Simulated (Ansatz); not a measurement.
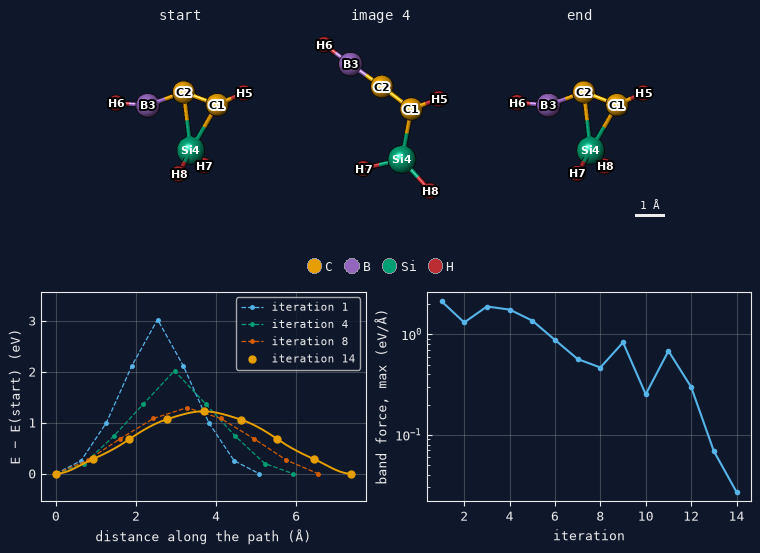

NEB run on C2H4BSi (charge +1). Images are numbered from 0 (start) to 8 (end). The plot follows the band through its iterations. Style: ball-and-stick. Shown at a tilt.

All numbers below come from RKS PBE-D4/cc-pVDZ in Ansatz 0.2.0. Set-up: 7 movable images; climbing image; force threshold 0.05 eV/Å; iteration limit 60; spring constant 0.1 eV/Å²; starting path by image-dependent pair potential.

How did the profile develop, and is the result final?

Answer. The run is converged, with reservations. The band converged in 14 iterations. The largest component of the band force went from 2.1 to 0.027 eV/Å. The climbing image converged on the top of the path. Its curvatures weren't checked. The spring constant is far from the usual few eV/Å², which spoils the spacing or the steps. The first iteration put the highest image at 3.03 eV. The two ends have the same energy, and the highest point, image 4, lies 1.22 eV above the start.
